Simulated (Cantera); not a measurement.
Input: 1 mol Ca(OH)2, 1.5 mol CO2, 0.49 mol H2O, at 520 Pa.

Equilibrium computed with Cantera from the NASA thermochemical tables; the gas is ideal and each condensed phase is pure. Candidate condensed phases: C, C6H6, C7H8, C8H18, Ca, CaCO3, CaO, Ca(OH)2, H2O; 115 gas species. The numbers say what is thermodynamically allowed, not how fast it happens.

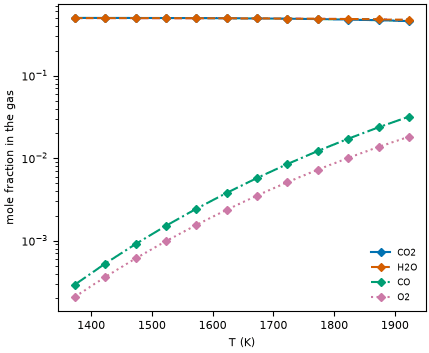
Fig. 1. Equilibrium gas composition (values under 1e-9 drawn at 1e-9)

Problem. Read off the mole fractions at 1573 K.

Solution. CO2 about 0.50, H2O about 0.50, CO about 0.0024, O2 about 0.0016.
